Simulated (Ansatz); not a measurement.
**(CdTe)3(Sn)1 [001] superlattice, started as zinc blende: relaxing the cell for a phonon run**

Wanted: the relaxed cell of (CdTe)3(Sn)1 [001] superlattice, started as zinc blende.

Method: DFT PBE, scalar-relativistic, plane waves, PAW, in Ansatz 0.2.0.

The structure was built from a prototype and need not be the compound's stable phase.

## 1. The starting structure

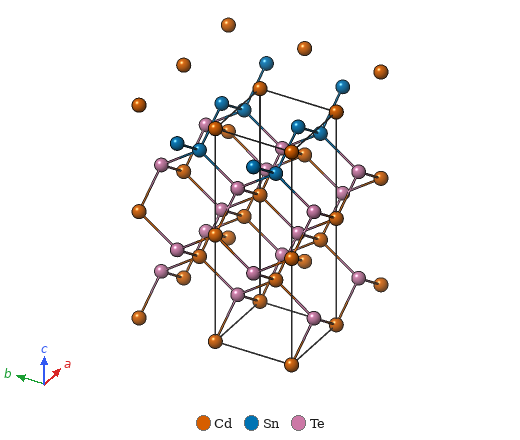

The cell as given, from a free direction (cadmium orange, tin blue, tellurium pink). 2×2×1 cells are drawn. Bonds to atoms that aren't drawn are left out. Some periodic images of atoms are drawn too.

## 2. A coarse first look

First a cheap look: the gap decides the mesh and the occupations, the pressure tells how far the cell has to move.

The input, input.yaml:

```yaml
crystal:
  lattice:
    - [3.24125, 3.24125, 0.0]
    - [-3.24125, 3.24125, 0.0]
    - [0.0, 0.0, 12.965]
  atoms:
    - { symbol: Cd, position: [0.0, 0.0, 0.0] }
    - { symbol: Cd, position: [0.5, 0.5, 0.25] }
    - { symbol: Cd, position: [0.0, 0.0, 0.5] }
    - { symbol: Sn, position: [0.5, 0.5, 0.75] }
    - { symbol: Sn, position: [0.0, 0.5, 0.875] }
    - { symbol: Te, position: [0.5, 0.0, 0.125] }
    - { symbol: Te, position: [0.0, 0.5, 0.375] }
    - { symbol: Te, position: [0.5, 0.0, 0.625] }
kpoints:
  mp_grid: { grid: [4, 4, 2] }
hamiltonian:
  xc: pbe
scf:
  occupations: { method: gaussian, width: 0.1 }
output:
  forces: true
  stress: true
  eigenvalues: true
```

Command:

```console
> ansatz run input.yaml --threads 8 --pin off --max-ram 14336MiB --backend cpu --events-out ev --progress --plain --runs-dir out
```

Numbers of over 12 decimals in the logs are rounded to 6 here.

What it wrote:

```text
Engine: ansatz 0.2.0, aarch64-unknown-linux-gnu
Pseudopotentials: kind: paw
Pseudopotential: Cd, paw, valence charge 20, recommended cutoff 420 eV (normal), Cd.paw.azcp
Pseudopotential: Sn, paw, valence charge 14, recommended cutoff 420 eV (normal), Sn.paw.azcp
Pseudopotential: Te, paw, valence charge 16, recommended cutoff 420 eV (normal), Te.paw.azcp
Functional definition: PBE
  parameter kappa = 0.804
[...]
k-point 0: bands = [... 64 lower, 6.7027, 7.2406, 7.7121, 7.9209, 8.5593, 9.0338, 9.3101, 10.1783, ... 10 higher]
  k-point 1: bands = [... 64 lower, 6.8051, 6.9256, 7.5133, 8.3877, 8.4444, 9.0549, 9.6802, 9.9476, ... 10 higher]
  k-point 2: bands = [... 64 lower, 6.5867, 6.7416, 7.0474, 7.5003, 9.1715, 9.6840, 9.9800, 10.1804, ... 10 higher]
  k-point 17: bands = [... 64 lower, 5.2955, 5.4809, 6.2941, 6.2991, 9.5772, 9.7202, 10.3079, 10.3839, ... 10 higher]
[key lines of the parts left out:]
SCF converged after 8 iterations
Free energy (F): -57753.314409 eV
Fermi energy:    8.420146 eV
P = ⅓ Tr σ = 3.5911 GPa (35.911 kbar)
```

The job ended after 4.8 s (8 threads of Arm Neoverse V2, shared host; peak memory 1.2 GiB; 32 s of CPU time).

A gap read on the k-mesh alone can miss the band edges.

This step gave:

* pressure: 3.591 GPa
* volume per atom: 34.05 Å³
* gap on the k-mesh: 0.05670 eV
* direct gap on mesh: 0.05670 eV

The coarse mesh shows a gap of 0.06 eV and a pressure of 3.6 GPa.

## 3. Relaxation, smearing width 0.01 eV

Harmonic phonons are second derivatives at a point where the forces vanish, and they are wanted at zero stress, so atoms and cell are relaxed first.

input.yaml, the sections that differ from step 2:

```yaml
kpoints:
  mp_grid: { grid: [8, 8, 4] }
scf:
  occupations: { method: gaussian, width: 0.01 }
output:
  forces: true
  stress: true
  eigenvalues: true
  write_density: true
  write_potential: true
  elf: true
  volumetric_format: npy
relax:
  adjacent_minimum: "off"
  f_tol: 0.005
  max_steps: 80
  cell: { stress_tol: 0.05 }
# crystal, hamiltonian: as in step 2
```

What it wrote:

```text
[...]
Crystal: 8 atoms, lattice volume = 272.413 Å³
Basis set: ecut = 420 eV, 5363 PW (Γ), exchange–correlation on 64×64×180 points (8 copies of the dense FFT grid, shifted against one another)
Bands: 82, of which v1, the nominal top of the filled ones, is band 68 counted from 1 (67 counted from 0)
Symmetry: 4 space group operations
[...]
k-points: 75 of 256 (time reversal used)
[...]
SCF iter   1: F=—  HF=-57753.290496 eV  |F-HF|=—  |Δ(HF+E_count)|=         —  Δρ=1.79e-3  dr2=4.18e-2  ethr=1.77e-3  ⟨swp⟩=6.7  Hψ=23913  notcnv=0  defer=105
[...]
SCF iter   8: F=-57753.285504 eV  HF=-57753.285504 eV  |F-HF|=1.89e-8  |Δ(HF+E_count)|=   2.94e-8  Δρ=3.09e-6  dr2=2.41e-8  ethr=7.35e-11  ⟨swp⟩=17.1  Hψ=49188  notcnv=0
SCF 1 converged in 8 iterations: F = -57753.285504 eV  dr2 = 2.41e-8
[...]
relax step   1: F+E_penalty+E_count = -57753.28550425 eV  Δ(F+E_penalty+E_count) = +0.000e0 eV  max|allowed force component| = 7.410e-1 eV/Å  Δτ_max = 0.0000 Å  P = +3.530 GPa  Ω = 272.413 Å³  (8 SCF iters, dr2 threshold 1.00e-7 eV, accepted)
Crystal: 8 atoms, lattice volume = 308.103 Å³
Basis set: ecut = 420 eV, 5987 PW (Γ), exchange–correlation on 64×64×180 points (8 copies of the dense FFT grid, shifted against one another)
[...]
iter 1 solved again at ethr=3.59e-4 eV; its pass at ethr=3.10e-3 eV (dr2=4.88e-1 eV) is discarded
[...]
SCF iter   8: F=-57753.493460 eV  HF=-57753.493460 eV  |F-HF|=5.40e-8  |Δ(HF+E_count)|=   2.28e-7  Δρ=6.67e-6  dr2=2.10e-7  ethr=5.88e-10  ⟨swp⟩=16.5  Hψ=51741  notcnv=0
SCF 2 converged in 8 iterations: F = -57753.493460 eV  dr2 = 2.10e-7
relax step   2: F+E_penalty+E_count = -57753.49345958 eV  Δ(F+E_penalty+E_count) = -2.080e-1 eV  max|allowed force component| = 5.937e-1 eV/Å  Δτ_max = 0.1919 Å  P = -1.094 GPa  Ω = 308.103 Å³  energy of the carried Pulay correction = -7.154e-3 eV  (8 SCF iters, dr2 threshold 8.00e-7 eV, accepted)
Crystal: 8 atoms, lattice volume = 299.129 Å³
Basis set: ecut = 420 eV, 5845 PW (Γ), exchange–correlation on 64×64×180 points (8 copies of the dense FFT grid, shifted against one another)
[...]
SCF iter   7: F=-57753.593236 eV  HF=-57753.593236 eV  |F-HF|=6.91e-8  |Δ(HF+E_count)|=   1.15e-6  Δρ=5.03e-6  dr2=1.02e-7  ethr=5.88e-10  ⟨swp⟩=11.1  Hψ=44420  notcnv=0
SCF 3 converged in 7 iterations: F = -57753.593236 eV  dr2 = 1.02e-7
relax step   3: F+E_penalty+E_count = -57753.59323562 eV  Δ(F+E_penalty+E_count) = -9.978e-2 eV  max|allowed force component| = 1.417e-1 eV/Å  Δτ_max = 0.0829 Å  P = -0.245 GPa  Ω = 299.129 Å³  energy of the carried Pulay correction = -5.463e-3 eV  (7 SCF iters, dr2 threshold 8.00e-7 eV, accepted)
[...]
relax step   4: F+E_penalty+E_count = -57753.59767691 eV  Δ(F+E_penalty+E_count) = -4.441e-3 eV  max|allowed force component| = 4.225e-2 eV/Å  Δτ_max = 0.0285 Å  P = -0.047 GPa  Ω = 297.480 Å³  energy of the carried Pulay correction = -5.145e-3 eV  (5 SCF iters, dr2 threshold 8.00e-7 eV, accepted)
[...]
relax step   5: F+E_penalty+E_count = -57753.59826951 eV  Δ(F+E_penalty+E_count) = -5.926e-4 eV  max|allowed force component| = 1.187e-2 eV/Å  Δτ_max = 0.0108 Å  P = +0.001 GPa  Ω = 296.981 Å³  energy of the carried Pulay correction = -5.049e-3 eV  (5 SCF iters, dr2 threshold 1.12e-7 eV, accepted)
[...]
relax step   6: F+E_penalty+E_count = -57753.59824922 eV  Δ(F+E_penalty+E_count) = +2.029e-5 eV  max|allowed force component| = 9.680e-3 eV/Å  Δτ_max = 0.0036 Å  P = -0.002 GPa  Ω = 296.966 Å³  energy of the carried Pulay correction = -5.046e-3 eV  (6 SCF iters, dr2 threshold 8.80e-9 eV, rejected (line search))
[...]
relax step   7: F+E_penalty+E_count = -57753.59830891 eV  Δ(F+E_penalty+E_count) = -3.940e-5 eV  max|allowed force component| = 5.925e-4 eV/Å  Δτ_max = 0.0024 Å  P = +0.000 GPa  Ω = 296.966 Å³  energy of the carried Pulay correction = -5.046e-3 eV  (8 SCF iters, accepted)
[...]
SCF iter   8: F=-57753.602669 eV  HF=-57753.602669 eV  |F-HF|=7.28e-11  |Δ(HF+E_count)|=   1.30e-9  Δρ=1.08e-7  dr2=3.70e-11  ethr=1.00e-12  ⟨swp⟩=7.0  Hψ=28120  notcnv=0
SCF 8 converged in 8 iterations: F = -57753.602669 eV  dr2 = 3.70e-11
relax step   8: F+E_penalty+E_count = -57753.60266895 eV  Δ(F+E_penalty+E_count) = -4.360e-3 eV  max|allowed force component| = 9.227e-4 eV/Å  Δτ_max = 0.0000 Å  P = -0.010 GPa  Ω = 296.966 Å³  stress off target by 1.13e-2 GPa  SCF on the basis re-selected at this cell (its energy is not comparable with the rows above)  (8 SCF iters)
basis re-selected at this cell: Δ(F+E_penalty+E_count) = -4.360e-3 eV, ΔP = -0.010 GPa vs the last step (what re-selecting the basis moved, of the pressure what is left beyond the Pulay correction that the steps carried, after the strain that the cell walked since its last selection, with what the two solves' SCF thresholds leave and, on support functions, any second-order correction that the steps lacked; it is no m [...]
SCF converged after 8 iterations
Free energy (F): -57753.602669 eV
[...]
Internal energy: -57753.602638 eV  (E = F + TS)
E sigma→0 (E₀):  -57753.602653 eV
Entropy (-TS):   -0.000031 eV (-0.004 meV/atom)
Fermi energy:    7.195214 eV
[...]
--- Forces (eV/Å), atoms counted from 1 ---
  atom   1  Cd     0.00000000    -0.00000000    -0.00092257
  atom   2  Cd     0.00000000    -0.00000000     0.00062802
  atom   3  Cd     0.00000000     0.00000000    -0.00029404
  atom   4  Sn     0.00000000     0.00000000     0.00075535
  atom   5  Sn     0.00000000     0.00000000    -0.00028735
  atom   6  Te     0.00000000     0.00000000     0.00039548
  atom   7  Te    -0.00000000     0.00000000     0.00002949
  atom   8  Te     0.00000000    -0.00000000    -0.00030349
  max |Σ_I F_I| component: 8.87e-7 eV/Å
--- Stress (GPa, compression-positive) ---
       -0.009516      -0.000668       0.000000
       -0.000668      -0.009516       0.000000
        0.000000       0.000000      -0.011346
  P = ⅓ Tr σ = -0.0101 GPa (-0.101 kbar)
--- Band table (eV; the first three rows and the last of 75) ---
  k-point 0: bands = [... 64 lower, 5.6234, 6.0584, 6.5242, 6.6807, 7.2779, 7.9509, 8.2262, 8.8649, ... 10 higher]
  k-point 1: bands = [... 64 lower, 5.6359, 5.7722, 6.4473, 7.0421, 7.2331, 7.9075, 8.2757, 8.8596, ... 10 higher]
  k-point 2: bands = [... 64 lower, 5.6830, 5.9249, 6.3403, 7.1880, 7.3048, 7.8433, 8.3611, 8.8188, ... 10 higher]
  k-point 74: bands = [... 64 lower, 4.4565, 4.6421, 5.3898, 5.3949, 8.1414, 8.4190, 9.2258, 9.4541, ... 10 higher]
--- Relaxed structure (7 steps of the walk, 6 accepted, 1 SCFs on fresh bases) ---
  F+E_penalty+E_count = -57753.60266895 eV   max|allowed force component| = 9.227e-4 eV/Å   (the final SCF, on the basis selected at the relaxed cell)
  cell:  # Å, volume = 296.9658 Å³
    - [3.329330, 3.329330, 0]
    - [-3.368077, 3.368077, 0]
    - [0, 0, 13.241511]
  atoms:
    - { symbol: Cd, position: [0, 0, -0.00334376] }
    - { symbol: Cd, position: [0.5, 0.500000, 0.247183] }
    - { symbol: Cd, position: [0, 0, 0.493963] }
    - { symbol: Sn, position: [0.5, 0.500000, 0.756906] }
    - { symbol: Sn, position: [0, 0.500000, 0.879854] }
    - { symbol: Te, position: [0.5, 0, 0.127384] }
    - { symbol: Te, position: [0, 0.500000, 0.375330] }
    - { symbol: Te, position: [0.5, 0, 0.622726] }
```

Elapsed: 3.7 min, on 8 threads; peak memory 2 GiB.

Step by step:

| step | energy less that of the first step (eV) | largest force component (eV/Å) | pressure (GPa) | volume (Å³) |
| --- | --- | --- | --- | --- |
| 1 | 0.0000 | 0.7410 | 3.53 | 272.41 |
| 2 | -0.2080 | 0.5937 | -1.09 | 308.10 |
| 3 | -0.3077 | 0.1417 | -0.24 | 299.13 |
| 4 | -0.3122 | 0.0423 | -0.05 | 297.48 |
| 5 | -0.3128 | 0.0119 | 0.00 | 296.98 |
| 6 | -0.3127 | 0.0097 | 0.00 | 296.97 |
| 7 | -0.3128 | 0.0006 | 0.00 | 296.97 |
| 8* | -0.3172 | 0.0009 | -0.01 | 296.97 |

Relaxation steps marked * repeat the geometry before them on a plane-wave basis chosen anew for their cell, so energy and pressure can jump there. Relaxation step 6 was tried and not accepted.

The run keeps the 4 symmetry operations that it works with, so distortions that break them were not tested.

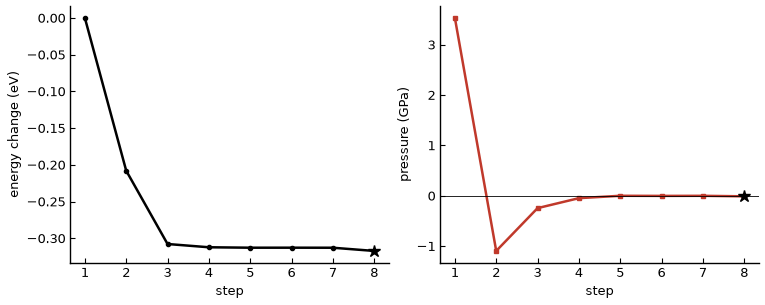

Energy and pressure along the relaxation. Stars mark steps on a basis chosen anew.

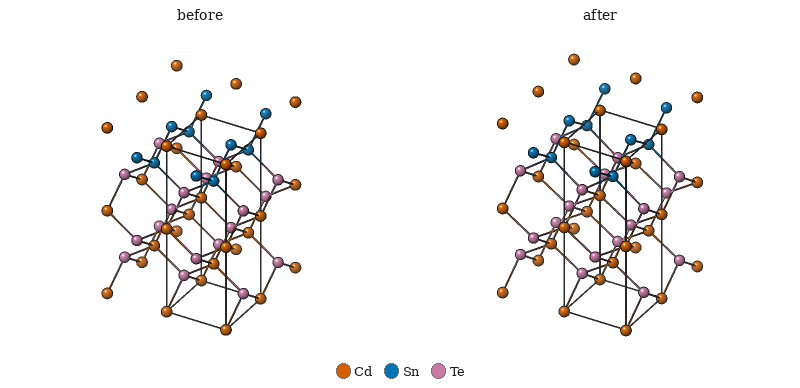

The structure before and after the relaxation, drawn at the same scale. Bonds to atoms that aren't drawn are left out.

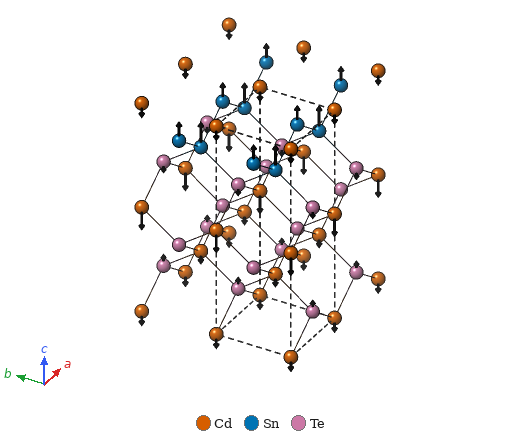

Displacements in the relaxation, exaggerated, measured against the changing cell; the longest in the cell stands for 0.09 Å. Bonds to atoms that aren't drawn are left out. 2×2×1 cells are drawn. Some periodic images of atoms are drawn too.

| conventional cell, symmetrised | before | after | change |
| --- | --- | --- | --- |
| a (Å) | 4.584 | 4.708 | +2.7 % |
| b (Å) | 4.584 | 4.763 | +3.9 % |
| c (Å) | 12.965 | 13.242 | +2.1 % |
| volume (Å³/atom) | 34.05 | 37.12 | +9.0 % |

The atoms that moved most (Å, as changes of fractional coordinates times the final cell):

| atom | dx | dy | dz | length |
| --- | --- | --- | --- | --- |
| Sn4 | 0.000 | 0.000 | 0.091 | 0.091 |
| Cd3 | 0.000 | 0.000 | -0.080 | 0.080 |
| Sn5 | 0.000 | 0.000 | 0.064 | 0.064 |
| Cd1 | 0.000 | 0.000 | -0.044 | 0.044 |
| Cd2 | 0.000 | 0.000 | -0.037 | 0.037 |
| Te6 | 0.000 | 0.000 | 0.032 | 0.032 |
| Te8 | 0.000 | 0.000 | -0.030 | 0.030 |

Final coordinates:

```cif
data_structure
_symmetry_space_group_name_H-M 'P 1'
_symmetry_Int_Tables_number 1
_cell_length_a 4.7084
_cell_length_b 4.7632
_cell_length_c 13.2415
_cell_angle_alpha 90.000
_cell_angle_beta 90.000
_cell_angle_gamma 90.000
_cell_volume 296.97
loop_
_atom_site_label
_atom_site_type_symbol
_atom_site_fract_x
_atom_site_fract_y
_atom_site_fract_z
_atom_site_occupancy
Cd1 Cd 0.00000 0.00000 0.99666 1
Cd2 Cd 0.50000 0.50000 0.24718 1
Cd3 Cd 0.00000 0.00000 0.49396 1
Sn4 Sn 0.50000 0.50000 0.75691 1
Sn5 Sn 0.00000 0.50000 0.87985 1
Te6 Te 0.50000 0.00000 0.12738 1
Te7 Te 0.00000 0.50000 0.37533 1
Te8 Te 0.50000 0.00000 0.62273 1
```

Numbers from this step:

- pressure: -0.01013 GPa
- volume per atom: 37.12 Å³
- gap on the k-mesh: 0 eV

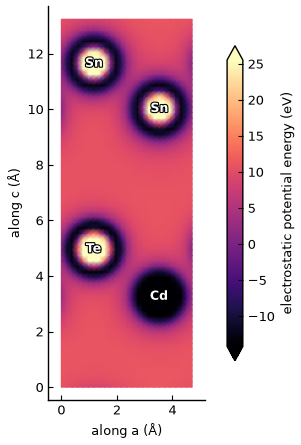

Electrostatic potential energy in the ac plane at fractional y = 0.500, with atoms of Cd and Sn and Te within 0.2 Å of it. With pseudopotentials it is smooth inside the atoms' cores, unlike the true potential. The map starts off the cell's origin, so that atoms lie inside it.

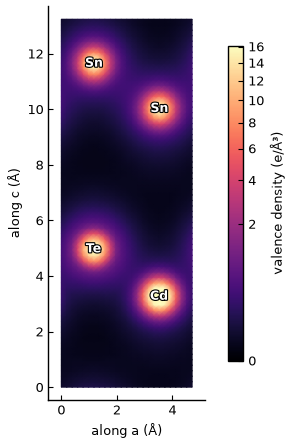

Valence density in the ac plane at fractional y = 0.500, with atoms of Cd and Sn and Te within 0.2 Å of it. It is the smooth field of the valence electrons, not physical close to the nuclei. The map starts off the cell's origin, so that atoms lie inside it. The colour scale is stretched toward low values.

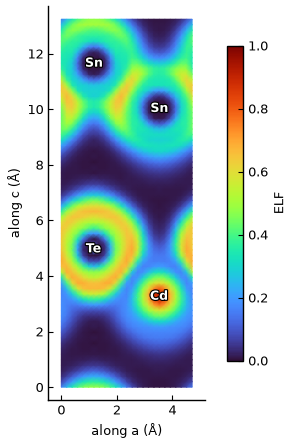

ELF in the ac plane at fractional y = 0.500, with atoms of Cd and Sn and Te within 0.2 Å of it. It is the smooth field of the valence electrons, not physical close to the nuclei. The map starts off the cell's origin, so that atoms lie inside it.

In this step the volume went from 34.05 to 37.12 Å³/atom.

## 4. Relaxation, smearing width 0.1 eV

The relaxation is repeated from its end, on the mesh and smearing that suit the cell and gap now reached.

The input, input.yaml:

```yaml
crystal:
  lattice:
    - [3.3293303299, 3.3293303299, 0.0]
    - [-3.368076637, 3.368076637, 0.0]
    - [0.0, 0.0, 13.2415105924]
  atoms:
    - { symbol: Cd, position: [0.0, 0.0, -0.0033437646] }
    - { symbol: Cd, position: [0.5, 0.5, 0.2471825739] }
    - { symbol: Cd, position: [0.0, 0.0, 0.4939627544] }
    - { symbol: Sn, position: [0.5, 0.5, 0.7569055227] }
    - { symbol: Sn, position: [0.0, 0.5, 0.8798535254] }
    - { symbol: Te, position: [0.5, 0.0, 0.1273835849] }
    - { symbol: Te, position: [0.0, 0.5, 0.375329503] }
    - { symbol: Te, position: [0.5, 0.0, 0.6227263004] }
kpoints:
  mp_grid: { grid: [8, 8, 4] }
hamiltonian:
  xc: pbe
scf:
  occupations: { method: gaussian, width: 0.1 }
output:
  forces: true
  stress: true
  eigenvalues: true
relax:
  adjacent_minimum: "off"
  f_tol: 0.005
  max_steps: 80
  cell: { stress_tol: 0.05 }
```

What it wrote:

```text
[...]
Crystal: 8 atoms, lattice volume = 296.966 Å³
Basis set: ecut = 420 eV, 5797 PW (Γ), exchange–correlation on 64×64×180 points (8 copies of the dense FFT grid, shifted against one another)
Bands: 82, of which v1, the nominal top of the filled ones, is band 68 counted from 1 (67 counted from 0)
[... 1 set-up line as in the run before ...]
[...]
- [-3.367722, 3.367722, 0]
    - [0, 0.0, 13.238114]
  atoms:
    - { symbol: Cd, position: [0, 0, -0.00342637] }
    - { symbol: Cd, position: [0.5, 0.500000, 0.247139] }
    - { symbol: Cd, position: [0, 0, 0.493952] }
    - { symbol: Sn, position: [0.5, 0.500000, 0.757030] }
    - { symbol: Sn, position: [0, 0.500000, 0.879922] }
    - { symbol: Te, position: [0.500000, 0, 0.127338] }
    - { symbol: Te, position: [0, 0.500000, 0.375310] }
    - { symbol: Te, position: [0.500000, 0, 0.622736] }
[key lines of the parts left out:]
SCF converged after 5 iterations
Free energy (F): -57753.605643 eV
Fermi energy:    7.170852 eV
P = ⅓ Tr σ = 0.0005 GPa (0.005 kbar)
```

Wall time 1.7 min (8 threads); peak memory 2 GiB; 13 min of CPU time.

Little changed from the start: no atom moved by 0.005 Å and no cell edge by 0.1 %.

This step gave:

```
pressure        : 5.49e-4 GPa
volume per atom : 37.11 Å³
```

In this step the volume went from 37.12 to 37.11 Å³/atom.

## 5. Tight relaxation

Phonons need a cell at rest on their own settings, so the relaxation is repeated with tight tolerances on forces and stress, using the mesh and the filling of the phonon run that follows.

The input, input.yaml:

```yaml
crystal:
  lattice:
    - [3.3292039525, 3.3292039525, 0.0]
    - [-3.367721747, 3.367721747, 0.0]
    - [0.0, 0.0, 13.2381137772]
  atoms:
    - { symbol: Cd, position: [0.0, 0.0, -0.0034263672] }
    - { symbol: Cd, position: [0.5, 0.5, 0.2471390722] }
    - { symbol: Cd, position: [0.0, 0.0, 0.4939516554] }
    - { symbol: Sn, position: [0.5, 0.5, 0.7570299257] }
    - { symbol: Sn, position: [0.0, 0.5, 0.879921953] }
    - { symbol: Te, position: [0.5, 0.0, 0.1273379228] }
    - { symbol: Te, position: [0.0, 0.5, 0.3753095698] }
    - { symbol: Te, position: [0.5, 0.0, 0.6227362682] }
kpoints:
  mp_grid: { grid: [8, 8, 4] }
hamiltonian:
  xc: pbe
scf:
  occupations: { method: methfessel_paxton, width: 0.2 }
output:
  forces: true
  stress: true
  eigenvalues: true
relax:
  adjacent_minimum: "off"
  f_tol: 0.001
  max_steps: 60
  cell: { stress_tol: 0.01 }
```

What it wrote:

```text
[...]
Crystal: 8 atoms, lattice volume = 296.847 Å³
Basis set: ecut = 420 eV, 5797 PW (Γ), exchange–correlation on 64×64×180 points (8 copies of the dense FFT grid, shifted against one another)
Bands: 82, of which v1, the nominal top of the filled ones, is band 68 counted from 1 (67 counted from 0)
[... 1 set-up line as in the run before ...]
[...]
- [3.329004, 3.329004, 0]
    - [-3.368346, 3.368346, 0]
    - [0, 0, 13.233927]
  atoms:
    - { symbol: Cd, position: [0, 0, -0.00358026] }
    - { symbol: Cd, position: [0.5, 0.500000, 0.247067] }
    - { symbol: Cd, position: [0, 0, 0.493939] }
    - { symbol: Sn, position: [0.5, 0.500000, 0.757199] }
    - { symbol: Sn, position: [0, 0.5, 0.880024] }
    - { symbol: Te, position: [0.5, 0, 0.127274] }
    - { symbol: Te, position: [0, 0.5, 0.375300] }
    - { symbol: Te, position: [0.5, 0, 0.622778] }
[key lines of the parts left out:]
SCF converged after 8 iterations
Free energy (F): -57753.602508 eV
Fermi energy:    7.161792 eV
P = ⅓ Tr σ = 0.0001 GPa (0.001 kbar)
```

Elapsed: 1.8 min, on 8 threads; peak memory 2 GiB.

Little changed from the start: no atom moved by 0.005 Å and no cell edge by 0.1 %.

This step gave:

```
pressure        : 1.45e-4 GPa
volume per atom : 37.10 Å³
```

The largest force component left is 0.32 meV/Å and the pressure is 0.000 GPa, within the tolerances set. The cell now holds 37.10 Å³/atom.

## 6. Outcome

| Quantity | Value |
| --- | --- |
| space group after relaxation (within 0.01 Å) | Pmm2 |
| lattice constant a | 4.708 Å |
| lattice constant b | 4.764 Å |
| lattice constant c | 13.234 Å |
| volume per atom | 37.1 Å³ |

**Reading.** The largest force component left is 0.32 meV/Å and the pressure is 0.000 GPa, within the tolerances set. The cell now holds 37.10 Å³/atom. The relaxation keeps the symmetry of its start, so it says nothing on stability against lower symmetry. Spin-orbit coupling is left out, which can matter for the heavy elements here. The starting cell was built on a prototype and not taken from a measurement, so the phase need not exist.

[Logs are printed without paths, hosts, clocks, repeated set-up lines and the standing remarks that a program may print on its own settings, such as how far it seeks lower states.]

[Hosts, paths, dates, database ids (printed as entryN), source tags and the programs' standing remarks are cut or masked in the printed files.]
